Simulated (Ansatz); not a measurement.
**wB97X/cc-pVDZ run of BGeH3Cl2 (SMILES Cl[B](Cl)[GeH3])**

What is the electronic atomisation energy of BGeH3Cl2 at wB97X/cc-pVDZ? 

The calculation is run with Ansatz 0.2.0.

72 further runs of the same task are left out: 72 set aside as unsound or not needed.

### Step 1. The structure to begin with

BGeH3Cl2 has 7 atoms, charge 0, and is taken as a singlet. As SMILES, `Cl[B](Cl)[GeH3]`. Geometry: relaxed at PBE0-D4/def2-TZVP.

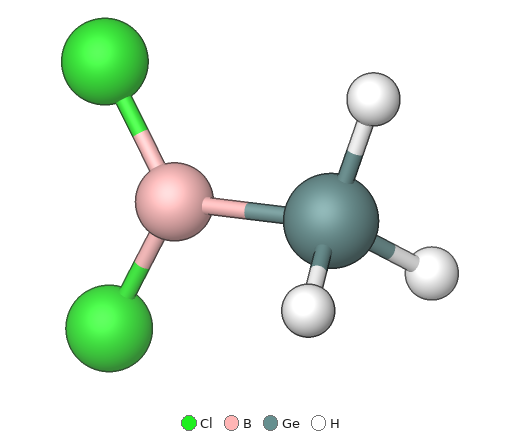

The structure, seen from a chosen angle (chlorine green, boron pink, germanium teal, hydrogen white).

### Step 2. The energy at wB97X/cc-pVDZ

File input.yaml:

```yaml
crystal:
  periodic: [false, false, false]
  atoms:
    - {symbol: Cl, position_ang: [1.749500, -1.428200, 1.208700]}
    - {symbol: B, position_ang: [0.206400, -1.021900, 0.511500]}
    - {symbol: Cl, position_ang: [-1.082400, -2.191800, 0.604700]}
    - {symbol: Ge, position_ang: [-0.123100, 0.798500, -0.412200]}
    - {symbol: H, position_ang: [-0.556200, 0.560600, -1.868300]}
    - {symbol: H, position_ang: [-1.266100, 1.534300, 0.306700]}
    - {symbol: H, position_ang: [1.133300, 1.680500, -0.396700]}
basis:
  gaussian:
    orbitals: cc-pVDZ
hamiltonian:
  xc: {name: wB97X}
accuracy: high
output: {orbitals: {seedname: orbitals}}
```

Started as:

```console
$ ansatz run input.yaml --threads 1 --pin off --max-ram 3480MiB --events-out events.jsonl --progress --plain --runs-dir runs
```

Standard output:

```text
Warning: RAYON_NUM_THREADS=1 ignored (pool sized by the plan → 1); use --threads N
Functional definition: wB97X
  name "wB97X"
  parameter omega = 0.3/bohr
  parameter cx = 0.157706
  parameter cx1 = 0.726479
  parameter cx2 = 1.04760
  parameter cx3 = -5.70635
  parameter cx4 = 13.2794
  parameter css1 = -4.33879
  parameter css2 = 18.2308
  parameter css3 = -31.7430
  parameter css4 = 17.2901
  parameter cos1 = 2.37031
  parameter cos2 = -11.3995
  parameter cos3 = 6.58405
  parameter cos4 = -3.78132
  exchange = spin_sum(e_x_unif_sr(omega)*poly(b97_u_x, 1 - cx, cx1, cx2, cx3, cx4)) + cx*exact_x_sr(omega)
      + exact_x_lr(omega)
  correlation = spin_sum(e_c_pw_same_spin*poly(b97_u_same, 1, css1, css2, css3, css4))
      + integral(e_c_pw_opposite_spin*poly(b97_u_opposite, 1, cos1, cos2, cos3, cos4))
2113 factors; integrals over basis functions are off by at most 4.4e-9 eV
397 factors; integrals over basis functions are off by at most 1.9e-9 eV
mean field evaluation 1: about -82290.1042 eV, gradient 1.4e1 eV
mean field evaluation 2: about -82290.5535 eV, gradient 1.0e1 eV
mean field evaluation 4: about -82290.8388 eV, gradient 4.4e-1 eV
mean field evaluation 8: about -82290.9220 eV, gradient 2.5e-2 eV
mean field evaluation 16: about -82290.9220 eV, gradient 3.4e-6 eV
mean field -82290.92196835 eV, -3024.1356035467 hartree, gradient 8.3e-8 eV, S^2 0.000000; 0 other end points of the search recorded, 0 dependent functions left out
reference -82290.92196547 eV, -3024.1356034409 hartree; 37, 37 occupied and 55, 55 virtual orbitals, 2113 factors
Total energy: -82290.92196547 eV, -3024.1356034409 hartree
```

It took 38 s on 1 thread of Arm Neoverse V1, shared host; peak memory 0.62 GiB.

### Step 3. The B atom

File job.yaml:

```yaml
crystal:
  periodic: [false, false, false]
  atoms:
    - {symbol: B, position_ang: [0.000000, 0.000000, 0.000000]}
basis:
  gaussian:
    orbitals: cc-pVDZ
magnetization:
  spin_polarized: true
  initial_magnetization: 1
hamiltonian:
  xc: {name: wB97X}
accuracy: high
```

Run the same way, it converges to -24.64938 Eh (log not shown).

### Step 4. The Cl atom

File job.yaml:

```yaml
crystal:
  periodic: [false, false, false]
  atoms:
    - {symbol: Cl, position_ang: [0.000000, 0.000000, 0.000000]}
basis:
  gaussian: {orbitals: cc-pVDZ}
hamiltonian: {xc: {name: wB97X}}
magnetization: {spin_polarized: true, initial_magnetization: 1}
accuracy: high
```

Started as:

```console
$ ansatz run job.yaml --threads 1 --pin off --max-ram 3480MiB --events-out events.jsonl --progress --plain --runs-dir runs
```

Standard output:

```text
Warning: RAYON_NUM_THREADS=1 ignored (pool sized by the plan → 1); use --threads N
[... 17 set-up lines as earlier in the session ...]
      + exact_x_lr(omega)
[... 1 set-up line as earlier in the session ...]
      + integral(e_c_pw_opposite_spin*poly(b97_u_opposite, 1, cos1, cos2, cos3, cos4))
141 factors; integrals over basis functions are off by at most 3.0e-9 eV
60 factors; integrals over basis functions are off by at most 4.0e-10 eV
mean field evaluation 1: about -12520.9712 eV, gradient 2.7e0 eV
mean field evaluation 2: about -12521.0184 eV, gradient 6.1e-1 eV
mean field evaluation 4: about -12521.0194 eV, gradient 6.2e-1 eV
mean field evaluation 8: about -12521.0224 eV, gradient 1.9e-3 eV
mean field evaluation 16: about -12521.0224 eV, gradient 9.1e-9 eV
mean field -12521.02236656 eV, -460.1390849175 hartree, gradient 8.9e-9 eV, S^2 0.752209; 0 other end points of the search recorded, 0 dependent functions left out
reference -12521.02236549 eV, -460.1390848781 hartree; 9, 8 occupied and 9, 10 virtual orbitals, 141 factors
Total energy: -12521.02236549 eV, -460.1390848781 hartree
```

Wall time 3.6 s (1 thread of Arm Neoverse V1, shared host); peak memory 0.17 GiB.

### Step 5. The Ge atom

File in.yaml:

```yaml
crystal:
  periodic: [false, false, false]
  atoms:
    - {symbol: Ge, position_ang: [0.000000, 0.000000, 0.000000]}
basis:
  gaussian:
    orbitals: cc-pVDZ
accuracy: high
magnetization:
  spin_polarized: true
  initial_magnetization: 2
hamiltonian:
  xc: {name: wB97X}
```

Run the same way, it converges to -2076.92352 Eh (log not shown).

### Step 6. The H atom, same level

File molecule.yaml:

```yaml
crystal:
  periodic: [false, false, false]
  atoms:
    - {symbol: H, position_ang: [0.000000, 0.000000, 0.000000]}
basis:
  gaussian:
    orbitals: cc-pVDZ
magnetization:
  spin_polarized: true
  initial_magnetization: 1
hamiltonian:
  xc: {name: wB97X}
accuracy: high
```

Run the same way, it converges to -0.50060 Eh (log not shown).

### Step 7. Outcome

At wB97X/cc-pVDZ:

| quantity | value |
| --- | --- |
| molecule: total energy | -3024.13560 Eh |
| molecule: HOMO energy | -10.56 eV |
| molecule: LUMO energy | 0.23 eV |
| molecule: HOMO–LUMO gap | 10.78 eV |
| B atom: total energy | -24.64938 Eh |
| B atom: ⟨S²⟩ | 0.753 |
| Cl atom: total energy | -460.13908 Eh |
| Cl atom: ⟨S²⟩ | 0.752 |
| Ge atom: total energy | -2076.92352 Eh |
| Ge atom: ⟨S²⟩ | 2.002 |
| H atom: total energy | -0.50060 Eh |
| H atom: ⟨S²⟩ | 0.750 |
| electronic atomisation energy | 21.299 eV |

What this shows: Taking the molecule apart into free atoms costs 21.30 eV (491 kcal/mol), before zero-point energy and without spin-orbit coupling.
